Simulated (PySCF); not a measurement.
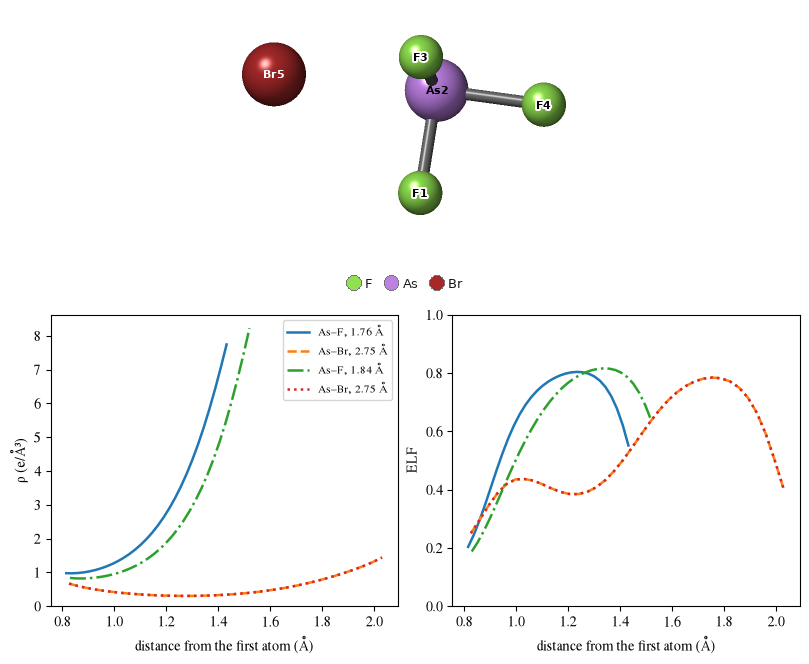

Figure. AsF3···Br (SMILES F[As](F)F.[Br-]) (charge −1). Electron density and electron localisation function along straight lines between neighbouring atoms. The curves leave out the atomic cores. The structure is drawn too.

Geometry: PBE0-D3(BJ)/def2-SVPD.

Method: wB97M-D3(BJ)/def2-TZVPD, SCF density, gas phase (PySCF).

```yaml
atoms:
  - { symbol: F, position_ang: [0.2093, 1.5195, 0.2715] }
  - { symbol: As, position_ang: [-0.3333, 0.1549, -0.7027] }
  - { symbol: F, position_ang: [1.0926, -0.8470, -0.4362] }
  - { symbol: F, position_ang: [-1.0953, -0.5779, 0.8063] }
  - { symbol: Br, position_ang: [0.9460, 1.2918, -2.8583] }
```

> Compare the contacts.

As–F (1.76 Å): ρ at the midpoint is about 1 e/Å³; the ELF peaks at about 0.80 in the valence shell of F, 0.5 Å from its nucleus, and is about 0.35 at the midpoint.
As2···Br5 (2.75 Å): the density falls to about 0.3 e/Å³ on the way; the ELF peaks at about 0.80 in the valence shell of Br, 1.0 Å from its nucleus, and is about 0.45 at the midpoint.
As–F (1.84 Å): ρ is about 0.84 e/Å³ halfway; the ELF peaks at about 0.80 in the valence shell of F, 0.5 Å from its nucleus, and is about 0.35 at the midpoint.
As–Br (2.75 Å): ρ at the midpoint is about 0.32 e/Å³; the ELF peaks at about 0.80 in the valence shell of Br, 1.0 Å from its nucleus, and is about 0.45 at the midpoint.
